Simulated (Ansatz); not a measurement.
Consider Cl₃HHfO.

Input file:

```
crystal:
  periodic: [false, false, false]
  atoms:
    - { symbol: Hf, position_ang: [0.0, 0.0, 0.0] }
    - { symbol: O, position_ang: [0.0, 0.0, 2.07] }
    - { symbol: H, position_ang: [-0.9095, -0.2814, 2.4071] }
    - { symbol: Cl, position_ang: [2.3764, 0.0, -0.8392] }
    - { symbol: Cl, position_ang: [-1.1869, 2.0563, -0.8392] }
    - { symbol: Cl, position_ang: [-1.1869, -2.0563, -0.8392] }
basis:
  gaussian: { orbitals: def2-SVP }
hamiltonian:
  xc: hf
relax:
  f_tol: 0.02
  max_steps: 40
output:
  orbitals: {}
```

Command:

```sh
ansatz run input.yaml --threads 1 --pin off --max-ram 2048MiB --backend cpu --events-out ev --progress --plain --runs-dir out
```

The fields are those of the run's last geometry, not of the input's.

Core potentials replace the inner electrons of Hf.

Method: RHF/def2-SVP (Ansatz 0.2.0).

What will maps of the electron density and electron localisation function show?

Answer. Hf–O (1.89 Å): ρ is about 0.88 e/Å³ halfway; the ELF peaks at about 0.85 in the valence shell of O, 0.5 Å from its nucleus, and drops to about 0.15 between the two atoms.
Hf–Cl (2.37 Å): ρ is about 0.55 e/Å³ halfway; the ELF peaks at about 0.85 in the valence shell of Cl, 0.9 Å from its nucleus, and is about 0.35 at the midpoint.
O–H (0.94 Å): the density is about 3.9 e/Å³ at the midpoint; the ELF climbs to about 1 towards the hydrogen, as it does in any bond to H: a covalent bond by its length.

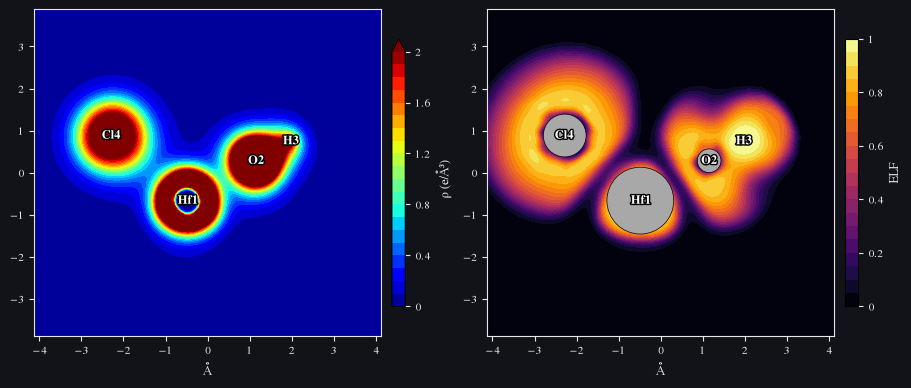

Computed electron density and electron localisation function on the plane of atoms O2, Hf1 and Cl4, in this order. Grey discs cover the atomic cores in the ELF map. 
